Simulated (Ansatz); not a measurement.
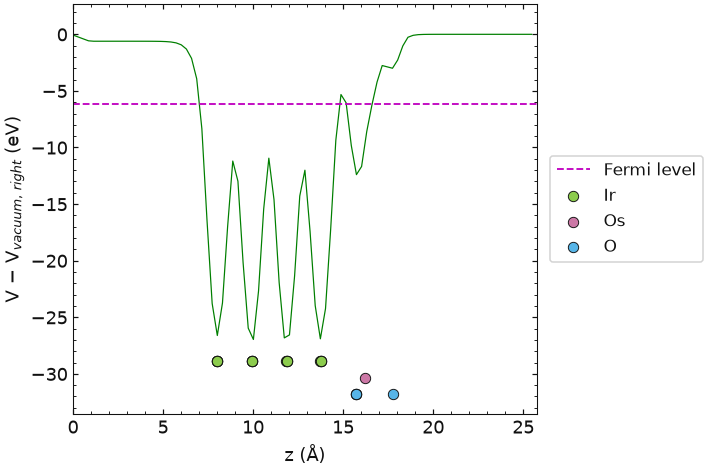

Describe the figure.

Plane-averaged electrostatic potential energy of an electron across the slab; circles at the bottom mark the heights of the atoms (positions after relaxation). System: a (100) slab cut from Ir (Fm-3m), of composition Ir₁₆OsO₄ (not the bulk's), ended by Ir planes, 21 atoms in the cell. Ansatz 0.2.0; DFT PBE+D3(BJ), scalar-relativistic, plane waves, PAW, no spin polarisation, 4×4×1 k mesh, 420 eV cutoff, Gaussian smearing of 0.1 eV.

The work function is 6.20 eV at the right face and 5.58 eV at the left. The vacuum level is 0.61 eV higher at the right than at the left, so the slab carries a dipole along its normal; the ramp in the vacuum, at or near the edge of the plot, is the dipole correction that keeps each side flat. Some atoms were held fixed in the relaxation, which can itself make the faces differ. The outermost atoms are 9.8 Å apart, which leaves 16.0 Å of vacuum in a cell 25.7 Å high.

Spin-orbit coupling is left out, which matters for Ir and Os.
